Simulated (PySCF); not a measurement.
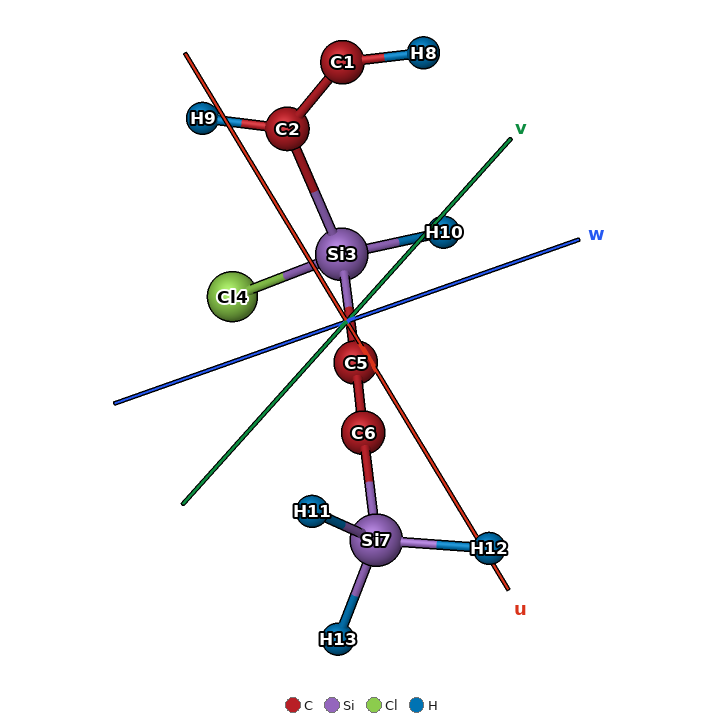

The lines u, v and w are the principal axes of the g tensor. The species is neutral and a spin doublet. The computed structure is the end point of a GFN2-xTB optimisation. No frequency run is at hand to confirm it as a minimum. Method: UKS B3LYP, pcH-1 on C Cl H Si, non-relativistic, mean-field spin-orbit, GIAO (PySCF 2.14.0).

Question: Along which axis does g lie farthest from the free-electron value?

Answer: Along v: the shift is 1005 ppm.

Give the principal values and shifts.

| axis | g | shift (ppm) |
| --- | --- | --- |
| u | 2.00207 | −254 |
| v | 2.00332 | 1005 |
| w | 2.00181 | −507 |

The geometry is semi-empirical. Around Si such bond lengths and angles can be off by a tenth of an ångström or more and by several degrees, and values that hang on the shape move with them.
